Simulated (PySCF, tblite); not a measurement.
# BH3: changes of charge, part 1 of 2

What do calculations give for the changes of charge of BH3 (`B`)?

Computed with tblite 0.8.0 and PySCF 2.14.0 and routines of our own; the level stands in each step. Atoms count from 0.

## 1. The starting structure

4 atoms, charge 0, multiplicity 1; geometry from: start built from the parent or by distance geometry.

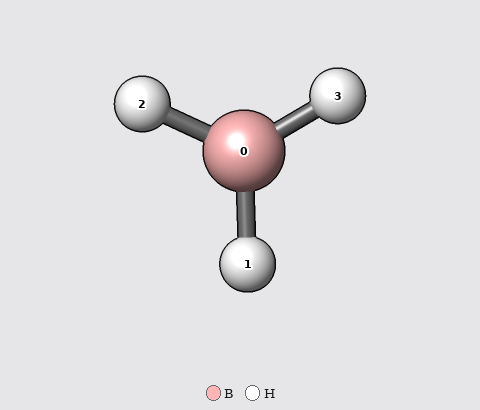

The starting geometry (boron pink, hydrogen white).

## 2. Optimising the geometry with GFN2-xTB

Job settings and geometry (Å):

```
{"job": {"kind": "relax", "xc": "GFN2-xTB", "basis": "xTB"}, "charge": 0, "multiplicity": 1}
B      0.018400    -0.019000     0.043500
H     -0.149600     1.157500    -0.042100
H     -0.944900    -0.700900    -0.034500
H      1.096600    -0.428100    -0.012600
```

Launch:

```
OMP_NUM_THREADS=1 python redox_run.py task.json out
```

The driver reads the jobs from task.json and runs them one after another.

What it wrote:

```text
step      E/eV     max force
  0     -74.52532    1.086
  1     -74.54360    0.498
  2     -74.55210    0.371
  3     -74.55738    0.308
  4     -74.56124    0.188
  5     -74.56217    0.092
  6     -74.56252    0.048
  7     -74.56260    0.027
  8     -74.56262    0.014
  9     -74.56263    0.016
 10     -74.56264    0.014
 11     -74.56265    0.007
```

Wall time 0.02 s (1 thread of AMD EPYC 9R14, shared host).

Relaxation path:

| step | energy from step 0 (eV) | largest force (eV/Å) |
| --- | --- | --- |
| 0 | 0.0000 | 1.0859 |
| 1 | -0.0183 | 0.4979 |
| 2 | -0.0268 | 0.3714 |
| 3 | -0.0321 | 0.3081 |
| 4 | -0.0359 | 0.1884 |
| 5 | -0.0369 | 0.0917 |
| 6 | -0.0372 | 0.0484 |
| 7 | -0.0373 | 0.0269 |
| 8 | -0.0373 | 0.0137 |
| 9 | -0.0373 | 0.0162 |
| 10 | -0.0373 | 0.0142 |
| 11 | -0.0373 | 0.0072 |

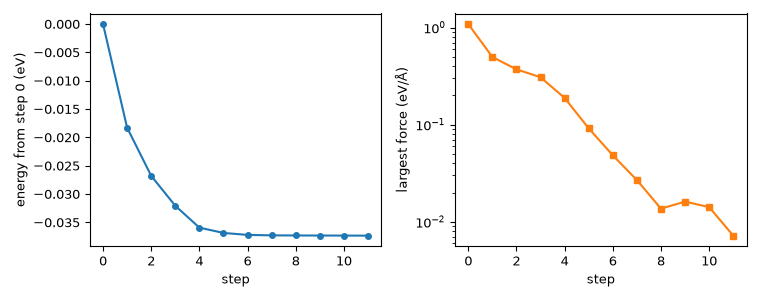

Energy and largest force along the relaxation.

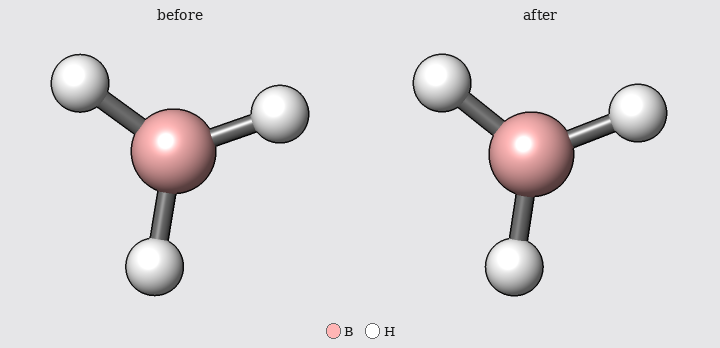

Before and after, at one scale.

Close pairs (by a distance rule), those that changed most:

| bond | before (Å) | after (Å) | change (Å) |
| --- | --- | --- | --- |
| B0–H1 | 1.192 | 1.164 | -0.027 |
| B0–H2 | 1.183 | 1.164 | -0.018 |
| B0–H3 | 1.155 | 1.165 | +0.010 |

The end geometry stands in the next job.

## 3. Harmonic vibrations with GFN2-xTB

Job settings and geometry (Å):

```
{"job": {"kind": "ir", "xc": "GFN2-xTB", "basis": "xTB"}, "charge": 0, "multiplicity": 1}
B      0.005023     0.002425    -0.011389
H     -0.147625     1.156674    -0.023428
H     -0.918250    -0.707162    -0.015741
H      1.081321    -0.442390     0.004850
```

What it wrote:

```text
mode    cm-1     km/mol
  1     882.2    276.50
  2    1164.1     23.64
  3    1164.5     23.63
  4    2658.2      0.05
  5    2727.7    119.72
  6    2729.7    119.67
ZPE 67.747  H(298)-E 77.916  G(298)-E 21.778 kJ/mol  S 188.29 J/(mol K)
```

Wall time 0.05 s (1 thread of AMD EPYC 9R14, shared host).

Which atoms move in the most intense modes:

| cm⁻¹ | km/mol | atoms |
| --- | --- | --- |
| 882 | 276.5 | H2 26 %, H1 26 %, H3 26 %, B0 22 % |
| 1164 | 23.6 | H2 46 %, H1 43 %, B0 10 % |
| 1164 | 23.6 | H3 59 %, H1 16 %, H2 14 %, B0 10 % |
| 2728 | 119.7 | H3 56 %, H2 25 %, B0 11 % |
| 2730 | 119.7 | H1 53 %, H2 35 %, B0 11 % |

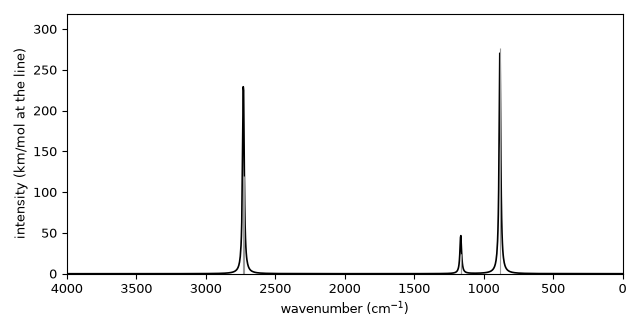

The infrared spectrum from these modes, unscaled. Lines are broadened to a width of 14 cm⁻¹ (Lorentzian).

## 4. Relaxing the molecule at PBE0-D3(BJ)/def2-SVP

Job settings and geometry (Å):

```
{"job": {"xc": "PBE0", "basis": "def2-SVP", "d3": "d3bj", "grid": 1, "kind": "geom"}, "charge": 0, "multiplicity": 1}
B      0.005023     0.002425    -0.011389
H     -0.147625     1.156674    -0.023428
H     -0.918250    -0.707162    -0.015741
H      1.081321    -0.442390     0.004850
```

What it wrote:

```text
step   0  E = -26.53340957  max force = 0.021547
step   1  E = -26.53590697  max force = 0.000212
step   2  E = -26.53590725  max force = 0.000014
optimisation converged
```

It took 0.48 s on 1 thread of AMD EPYC 9R14, shared host.

Along the way:

| step | energy from step 0 (eV) | largest force component (eV/Å) |
| --- | --- | --- |
| 0 | 0.0000 | 1.1080 |
| 1 | -0.0680 | 0.0109 |
| 2 | -0.0680 | 0.0007 |

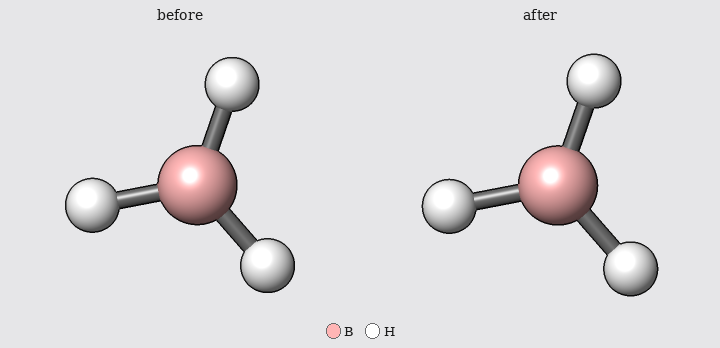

Before and after, at one scale.

Close pairs (by a distance rule), those that changed most:

| bond | before (Å) | after (Å) | change (Å) |
| --- | --- | --- | --- |
| B0–H1 | 1.164 | 1.207 | +0.042 |
| B0–H2 | 1.164 | 1.207 | +0.042 |
| B0–H3 | 1.165 | 1.207 | +0.042 |

The end geometry stands in the next job.

| at the end point | value |
| --- | --- |
| point group (found at 0.08 Å tolerance) | D3h |
| rotational constants (GHz, main isotopes) | 229.6, 229.6, 114.8 |
| dipole moment (D) | 0.00 |

## 5. Harmonic vibrations (BH3): PBE0-D3(BJ)/def2-SVP

Job settings and geometry (Å):

```
{"job": {"xc": "PBE0", "basis": "def2-SVP", "d3": "d3bj", "grid": 2, "kind": "hessian"}, "charge": 0, "multiplicity": 1}
B      0.005016     0.002323    -0.011598
H     -0.153124     1.198451    -0.024020
H     -0.951840    -0.732727    -0.016118
H      1.119918    -0.458760     0.005323
```

What it wrote:

```text
coarse grid: 2952 points
cycle   1  E = -26.5281045507  dE = -2.514e-01  |g| = 6.961e-02  |ddm| = 1.551e+00
cycle   2  E = -26.5301637696  dE = -2.059e-03  |g| = 1.356e-02  |ddm| = 1.378e-01
cycle   3  E = -26.5302324999  dE = -6.873e-05  |g| = 6.581e-03  |ddm| = 2.619e-02
cycle   4  E = -26.5302496933  dE = -1.719e-05  |g| = 4.520e-04  |ddm| = 8.945e-03
cycle   5  E = -26.5302497743  dE = -8.096e-08  |g| = 1.162e-05  |ddm| = 7.117e-04
final grid: 27328 points
cycle   6  E = -26.5359068184  dE = -7.200e-06  |g| = 1.616e-03  |ddm| = 8.391e-03
cycle   7  E = -26.5359074407  dE = -6.223e-07  |g| = 9.812e-04  |ddm| = 3.154e-03
cycle   8  E = -26.5359078087  dE = -3.680e-07  |g| = 1.477e-05  |ddm| = 1.228e-03
cycle   9  E = -26.5359078088  dE = -9.923e-11  |g| = 2.373e-06  |ddm| = 2.973e-05
converged SCF energy = -26.5359078088

mode    cm-1
  1    1129.2
  2    1169.4
  3    1169.4
  4    2543.2
  5    2700.2
  6    2700.3
ZPE 68.257  H(298)-E 78.331  G(298)-E 22.049 kJ/mol  S 188.77 J/(mol K)
```

It took 1.6 s on 1 thread of AMD EPYC 9R14, shared host.

Zero-point energy 68.26 kJ/mol (xTB gave 67.75).

## 6. Single point (BH₃): wB97X-D3(BJ)/ma-def2-TZVP

Geometry: PBE0-D3(BJ)/def2-SVP.

Job settings and geometry (Å):

```
{"job": {"kind": "sp", "xc": "wB97X", "basis": "ma-def2-TZVP", "d3": "d3bj", "grid": 2}, "charge": 0, "multiplicity": 1}
B      0.005016     0.002323    -0.011598
H     -0.153124     1.198451    -0.024020
H     -0.951840    -0.732727    -0.016118
H      1.119918    -0.458760     0.005323
```

What it wrote:

```text
coarse grid: 2952 points
cycle   1  E = -26.6365648188  dE = -2.640e-01  |g| = 1.164e-01  |ddm| = 1.067e+00
cycle   2  E = -26.6421663350  dE = -5.602e-03  |g| = 3.100e-02  |ddm| = 1.448e-01
cycle   3  E = -26.6425670972  dE = -4.008e-04  |g| = 8.875e-03  |ddm| = 3.964e-02
cycle   4  E = -26.6426048586  dE = -3.776e-05  |g| = 8.666e-04  |ddm| = 1.330e-02
cycle   5  E = -26.6426054544  dE = -5.958e-07  |g| = 1.487e-04  |ddm| = 2.097e-03
final grid: 27328 points
cycle   6  E = -26.6406448863  dE = -7.091e-06  |g| = 1.130e-03  |ddm| = 8.802e-03
cycle   7  E = -26.6406451690  dE = -2.828e-07  |g| = 3.348e-04  |ddm| = 9.047e-04
cycle   8  E = -26.6406451967  dE = -2.769e-08  |g| = 2.510e-05  |ddm| = 2.854e-04
cycle   9  E = -26.6406451971  dE = -3.115e-10  |g| = 3.924e-06  |ddm| = 3.577e-05
converged SCF energy = -26.6406451971
```

Wall time 0.24 s (1 thread of AMD EPYC 9R14, shared host).

## 7. Single point (BH₃+ (doublet)): wB97X-D3(BJ)/ma-def2-TZVP

Geometry: PBE0-D3(BJ)/def2-SVP, that of another charge or spin state.

Job settings and geometry (Å):

```
{"job": {"kind": "sp", "xc": "wB97X", "basis": "ma-def2-TZVP", "d3": "d3bj", "grid": 2}, "charge": 1, "multiplicity": 2}
B      0.005016     0.002323    -0.011598
H     -0.153124     1.198451    -0.024020
H     -0.951840    -0.732727    -0.016118
H      1.119918    -0.458760     0.005323
```

What it wrote:

```text
final grid: 27328 points
cycle   1  E = -26.1524106219  dE = -3.402e-02  |g| = 5.053e-02  |ddm| = 2.213e-01
cycle   2  E = -26.1539989914  dE = -1.588e-03  |g| = 1.248e-02  |ddm| = 6.372e-02
cycle   3  E = -26.1541238880  dE = -1.249e-04  |g| = 3.920e-03  |ddm| = 1.173e-02
cycle   4  E = -26.1541577052  dE = -3.382e-05  |g| = 1.508e-03  |ddm| = 7.003e-03
cycle   5  E = -26.1541713616  dE = -1.366e-05  |g| = 1.333e-03  |ddm| = 2.999e-03
cycle   6  E = -26.1541887812  dE = -1.742e-05  |g| = 1.337e-03  |ddm| = 3.714e-03
cycle   7  E = -26.1541746116  dE =  1.417e-05  |g| = 1.342e-03  |ddm| = 3.012e-03
cycle   8  E = -26.1542092445  dE = -3.463e-05  |g| = 1.344e-03  |ddm| = 7.355e-03
cycle   9  E = -26.1540174889  dE =  1.918e-04  |g| = 1.723e-03  |ddm| = 4.207e-02
cycle  10  E = -26.1538733357  dE =  1.442e-04  |g| = 4.145e-03  |ddm| = 3.681e-02
cycle  11  E = -26.1537028024  dE =  1.705e-04  |g| = 1.095e-02  |ddm| = 4.249e-02
cycle  12  E = -26.1542442980  dE = -5.415e-04  |g| = 1.785e-03  |ddm| = 1.281e-01
cycle  13  E = -26.1539133502  dE =  3.309e-04  |g| = 2.202e-03  |ddm| = 7.636e-02
cycle  14  E = -26.1538135610  dE =  9.979e-05  |g| = 8.392e-04  |ddm| = 4.668e-02
cycle  15  E = -26.1538072588  dE =  6.302e-06  |g| = 1.243e-03  |ddm| = 6.558e-03
cycle  16  E = -26.1538037927  dE =  3.466e-06  |g| = 1.080e-03  |ddm| = 1.471e-02
cycle  17  E = -26.1538046415  dE = -8.489e-07  |g| = 9.845e-05  |ddm| = 2.507e-03
cycle  18  E = -26.1538046425  dE = -9.952e-10  |g| = 1.716e-04  |ddm| = 6.415e-04
cycle  19  E = -26.1538046441  dE = -1.613e-09  |g| = 1.011e-04  |ddm| = 1.278e-03
cycle  20  E = -26.1538046489  dE = -4.745e-09  |g| = 5.713e-06  |ddm| = 4.558e-04
converged SCF energy = -26.1538046489
```

Run time: 0.97 s. Hardware: 1 thread of AMD EPYC 9R14, shared host.

## 8. Relaxing the molecule with GFN2-xTB

This step treats BH₃+ (doublet).

Job settings and geometry (Å):

```
{"job": {"kind": "relax", "xc": "GFN2-xTB", "basis": "xTB"}, "charge": 1, "multiplicity": 2}
B      0.021300    -0.003800    -0.016900
H     -0.163900     1.207100    -0.047000
H     -0.934400    -0.740300    -0.012900
H      1.117400    -0.444100    -0.015300
```

What it wrote:

```text
step      E/eV     max force
  0     -58.29120    0.621
  1     -58.29946    0.408
  2     -58.30500    0.135
  3     -58.30549    0.097
  4     -58.30666    0.160
  5     -58.30843    0.371
  6     -57.31259   12.908
  7     -58.30843    0.472
  8     -58.30790    0.542
  9     -58.30970    0.333
 10     -58.31103    0.284
 11     -58.33648    0.971
 12     -58.18723    2.638
 13     -58.35704    1.468
 14     -58.36007    1.496
 15     -58.37833    1.467
 16     -58.39744    1.276
 17     -58.42781    0.710
 18     -58.43985    0.296
 19     -58.44220    0.159
 20     -58.44293    0.123
 21     -58.44337    0.120
 22     -58.44386    0.114
 23     -58.44427    0.086
 24     -58.44447    0.043
 25     -58.44452    0.025
 26     -58.44456    0.030
 27     -58.44466    0.051
 28     -58.44494    0.087
 29     -58.44595    0.155
 30     -58.38940    0.585
 31     -58.44652    0.134
 32     -58.44701    0.117
 33     -58.37646    0.831
 34     -58.44762    0.077
 35     -58.44802    0.050
 36     -58.44831    0.099
 37     -58.44864    0.028
 38     -58.44870    0.036
 39     -58.44877    0.039
 40     -58.44882    0.030
 41     -58.44886    0.005
```

Wall time 0.05 s (1 thread of AMD EPYC 9R14, shared host).

Along the way: (not every step is listed) (the energy doesn't fall at every step)

| step | energy from step 0 (eV) | largest force (eV/Å) |
| --- | --- | --- |
| 0 | 0.0000 | 0.6205 |
| 1 | -0.0083 | 0.4085 |
| 2 | -0.0138 | 0.1347 |
| 3 | -0.0143 | 0.0967 |
| 4 | -0.0155 | 0.1598 |
| 5 | -0.0172 | 0.3713 |
| 6 | 0.9786 | 12.9077 |
| 7 | -0.0172 | 0.4725 |
| 8 | -0.0167 | 0.5417 |
| 10 | -0.0198 | 0.2837 |
| 12 | 0.1040 | 2.6383 |
| 14 | -0.0689 | 1.4963 |
| 16 | -0.1062 | 1.2757 |
| 18 | -0.1486 | 0.2962 |
| 20 | -0.1517 | 0.1233 |
| 22 | -0.1527 | 0.1141 |
| 24 | -0.1533 | 0.0428 |
| 26 | -0.1534 | 0.0301 |
| 28 | -0.1537 | 0.0871 |
| 30 | -0.0982 | 0.5853 |
| 32 | -0.1558 | 0.1175 |
| 34 | -0.1564 | 0.0775 |
| 36 | -0.1571 | 0.0989 |
| 37 | -0.1574 | 0.0283 |
| 38 | -0.1575 | 0.0357 |
| 39 | -0.1576 | 0.0393 |
| 40 | -0.1576 | 0.0298 |
| 41 | -0.1577 | 0.0055 |

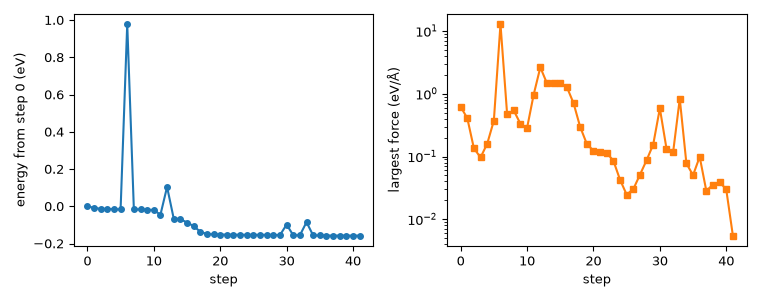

Energy and force, step by step.

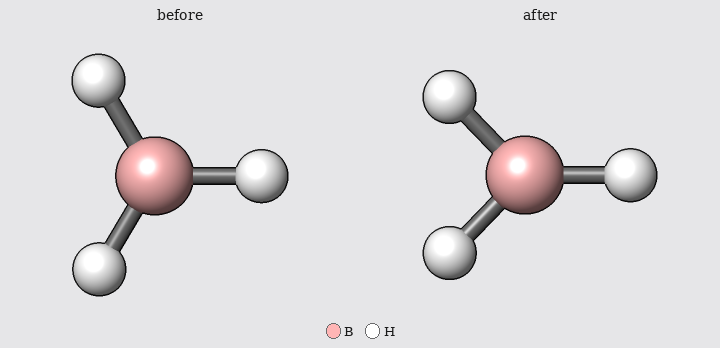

Before and after, at one scale.

Close pairs (by a distance rule), those that changed most:

| bond | before (Å) | after (Å) | change (Å) |
| --- | --- | --- | --- |
| B0–H1 | 1.225 | 1.203 | -0.023 |
| B0–H3 | 1.181 | 1.166 | -0.015 |
| B0–H2 | 1.207 | 1.203 | -0.003 |

The end geometry stands in the next job.

(Continued in part 2 of 2.)
